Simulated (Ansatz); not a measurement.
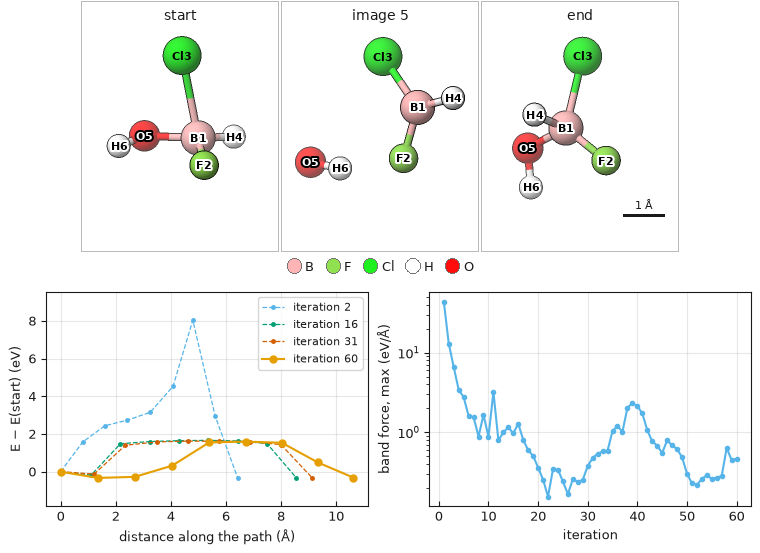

A search for the minimum-energy path of BH2OClF (multiplicity 2) by the nudged elastic band. Images are numbered from 0 (start) to 8 (end). The plot follows the band through its iterations. The picture is a ball-and-stick view, seen at a tilt.

Method: UKS PBE-D4/6-31G* (Ansatz 0.2.0).

The input:
```yaml
crystal:
  periodic: [false, false, false]
  atoms:
    - { symbol: B, position_ang: [-0.3508, -0.20459, 0.762192] }
    - { symbol: F, position_ang: [-0.38079, -1.549785, 0.673153] }
    - { symbol: Cl, position_ang: [1.632374, 0.489438, 0.373748] }
    - { symbol: H, position_ang: [-1.04827, 0.471072, 0.052796] }
    - { symbol: O, position_ang: [-0.084251, 0.350378, 2.073755] }
    - { symbol: H, position_ang: [0.297638, -0.357613, 2.646455] }
magnetization:
  spin_polarized: true
  initial_magnetization: 1
basis:
  gaussian: { orbitals: "6-31G*" }
hamiltonian:
  xc: pbe
  dispersion: d4
neb:
  order_check: false
  images: 7
  f_tol: 0.03
  max_iterations: 60
  final_atoms:
    - { symbol: B, position_ang: [-0.0783827, -0.06842311, 0.87768275] }
    - { symbol: F, position_ang: [-1.36739724, -0.42040477, 0.62068277] }
    - { symbol: Cl, position_ang: [0.66924627, 1.20635469, -0.2411582] }
    - { symbol: H, position_ang: [0.74906954, -0.98959733, 0.3424853] }
    - { symbol: O, position_ang: [0.37240289, -0.03320573, 2.20681026] }
    - { symbol: H, position_ang: [-0.27903777, -0.49582375, 2.77559613] }
  initial_path:
    images:
      - { positions_ang: [[-0.3508, -0.20459, 0.762192], [-0.38079, -1.549785, 0.673153], [1.632374, 0.489438, 0.373748], [-1.04827, 0.471072, 0.052796], [-0.084251, 0.350378, 2.073755], [0.297638, -0.357613, 2.646455]] }
      - { positions_ang: [[-0.26674084, -0.1235673, 0.57702055], [-0.29224612, -1.17691233, 0.90020473], [1.61901247, 0.49231647, 0.0656226], [-1.04241656, 0.35586082, -0.10980914], [-0.07277789, 0.2048936, 2.33068429], [0.12106994, -0.55369126, 2.81837597]] }
      - { positions_ang: [[-0.18268169, -0.0425446, 0.3918491], [-0.20370224, -0.80403965, 1.12725646], [1.60565094, 0.49519494, -0.2425028], [-1.03656311, 0.24064964, -0.27241429], [-0.06130478, 0.0594092, 2.58761358], [-0.05549812, -0.74976953, 2.99029695]] }
      - { positions_ang: [[-0.09862253, 0.0384781, 0.20667764], [-0.11515836, -0.43116698, 1.3543082], [1.59228941, 0.4980734, -0.55062821], [-1.03070967, 0.12543846, -0.43501943], [-0.04983166, -0.0860752, 2.84454287], [-0.23206619, -0.94584779, 3.16221792]] }
      - { positions_ang: [[-0.01456338, 0.1195008, 0.02150619], [-0.02661448, -0.05829431, 1.58135993], [1.57892788, 0.50095187, -0.85875361], [-1.02485623, 0.01022728, -0.59762457], [-0.03835855, -0.2315596, 3.10147217], [-0.40863425, -1.14192605, 3.3341389]] }
      - { positions_ang: [[-0.03051821, 0.07251982, 0.23555033], [-0.36181017, -0.14882192, 1.34119064], [1.35150748, 0.67730258, -0.70435476], [-0.58137478, -0.23972887, -0.36259711], [0.06433181, -0.18197113, 2.87780669], [-0.37623513, -0.98040048, 3.1945032]] }
      - { positions_ang: [[-0.04647304, 0.02553885, 0.44959447], [-0.69700586, -0.23934954, 1.10102135], [1.12408708, 0.85365328, -0.5499559], [-0.13789334, -0.48968502, -0.12756964], [0.16702217, -0.13238266, 2.65414121], [-0.34383601, -0.8188749, 3.05486751]] }
      - { positions_ang: [[-0.06242787, -0.02144213, 0.66363861], [-1.03220155, -0.32987716, 0.86085206], [0.89666667, 1.03000398, -0.39555705], [0.3055881, -0.73964118, 0.10745783], [0.26971253, -0.0827942, 2.43047574], [-0.31143689, -0.65734933, 2.91523182]] }
      - { positions_ang: [[-0.0783827, -0.06842311, 0.87768275], [-1.36739724, -0.42040477, 0.62068277], [0.66924627, 1.20635469, -0.2411582], [0.74906954, -0.98959733, 0.3424853], [0.37240289, -0.03320573, 2.20681026], [-0.27903777, -0.49582375, 2.77559613]] }
```

Command:
```bash
ansatz run input.yaml --threads 2 --pin off --max-ram 3072MiB --backend cpu --events-out ev --progress --plain --runs-dir out
```

How did the profile develop, and is the result final?

Answer. The result isn't final. The band hadn't converged when the run stopped after 60 iterations. The largest component of the band force went from 44 to 0.46 eV/Å. The barrier read from it is provisional, though the highest image hardly moved in the last two iterations. The first iteration put the highest image at 17.32 eV. Relative to the start the highest point is image 5 at +1.59 eV and the end lies at −0.32 eV, but the profile dips to −0.33 eV at image 1 on the way, so there may be an intermediate minimum, or an end is no minimum.

Cost: 11 min on 2 threads of Intel(R) Xeon(R) 6975P-C (Granite Rapids) (shared host), peak memory 0.17 GiB.
